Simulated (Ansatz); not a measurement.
## Electronic structure of C$_{5}$H$_{8}$O in real space

Input file:

```
crystal:
  periodic: [false, false, false]
  atoms:
    - {symbol: C, position_ang: [1.229403, 1.671735, 1.889442]}
    - {symbol: C, position_ang: [0.884236, 0.595760, 1.484219]}
    - {symbol: C, position_ang: [0.468403, -0.698293, 0.968288]}
    - {symbol: C, position_ang: [0.191201, -0.687216, -0.535951]}
    - {symbol: C, position_ang: [-0.965933, 0.217253, -0.912652]}
    - {symbol: O, position_ang: [-1.193041, 0.261302, -2.304227]}
    - {symbol: H, position_ang: [1.536111, 2.622819, 2.255188]}
    - {symbol: H, position_ang: [-0.427858, -1.025108, 1.508366]}
    - {symbol: H, position_ang: [1.246513, -1.434411, 1.192459]}
    - {symbol: H, position_ang: [-0.028983, -1.713596, -0.852417]}
    - {symbol: H, position_ang: [1.085173, -0.365645, -1.076815]}
    - {symbol: H, position_ang: [-1.873049, -0.094133, -0.372877]}
    - {symbol: H, position_ang: [-0.747811, 1.243532, -0.610192]}
    - {symbol: H, position_ang: [-1.417166, -0.623300, -2.603933]}
basis:
  gaussian: {orbitals: def2-TZVPP}
hamiltonian: {xc: pbe0, dispersion: d4}
output: {orbitals: {seedname: orbitals}}
```

Command:

```sh
ansatz run in.yaml --threads 4 --pin off --events-out ev --progress --plain --max-ram 10444MiB
```

Geometry: PBE0-D4/def2-TZVP.

Method: Ansatz, RKS PBE0-D4/def2-TZVPP.

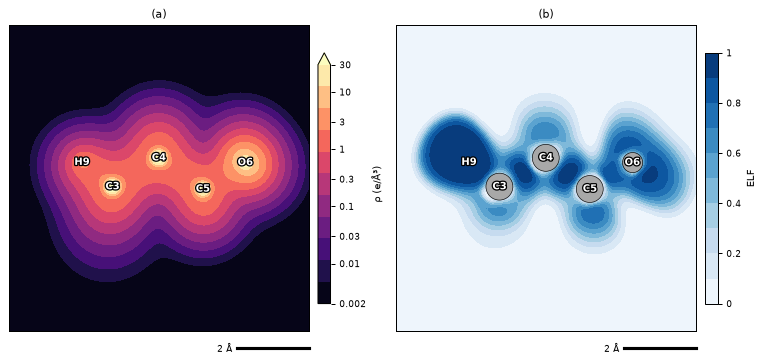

Figure 1. (a) electron density; (b) electron localisation function on the plane of atoms C4, C3 and H9. Grey discs cover the atomic cores in the ELF map.

### Interpret the plot.

Atoms in the plane: C, O and H. C–O (1.41 Å): ρ is about 2.1 e/Å³ halfway, with its minimum of 1.8 e/Å³ about 0.5 Å from C; the ELF peaks at about 0.90 between the atoms: a polar covalent bond. The ELF also peaks beside O6, away from the bonds: lone-pair regions.

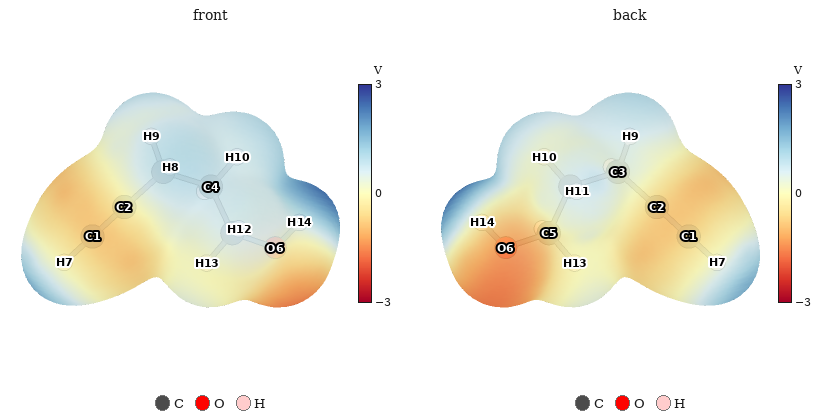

Figure 2. The electrostatic potential painted on the density surface at 0.002 e/bohr³, seen from the front and from behind; the colour scale runs from red (negative) to blue (positive).

### Which sites attract a positive test charge, and which a negative one?

A positive charge is drawn to the negative regions and a negative charge to the positive ones. The most negative region (about −1.6 V) lies over O6, the most positive (about +2.3 V) over H14. O6 is the likeliest acceptor of a hydrogen bond.

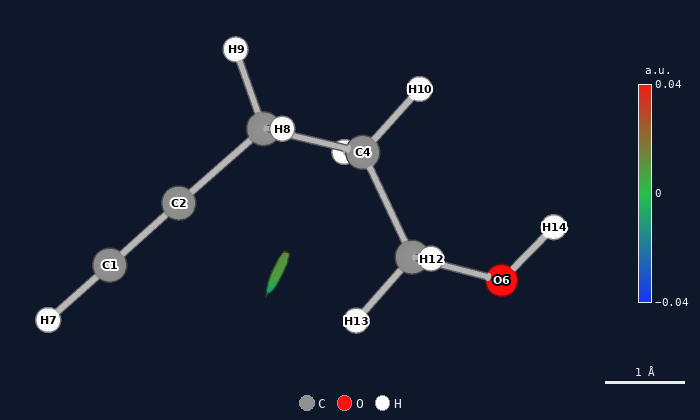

Figure 3. Non-covalent interaction (NCI) plot: the surface where the reduced density gradient is 0.5, for densities under 0.05 a.u., coloured by sign(λ₂)ρ; seen at an oblique angle.

### What holds or crowds the atoms apart from the covalent bonds?

Near H13, C2 and C5: mostly steric crowding (olive to red).

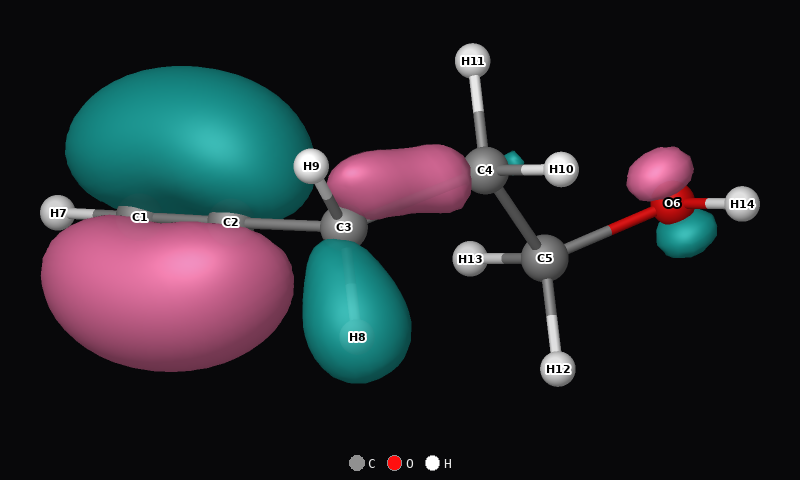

Figure 4. The HOMO−1 at ±0.15 Å⁻³ᐟ² (teal and pink are the two phases), seen from one side.

### Describe this orbital and give its energy.

By Hirshfeld shares it lies mainly on C1 (about 45 %), C2 (about 35 %) and C3 (about 5 %); π-bonding across C1–C2. Its energy is −7.80 eV.
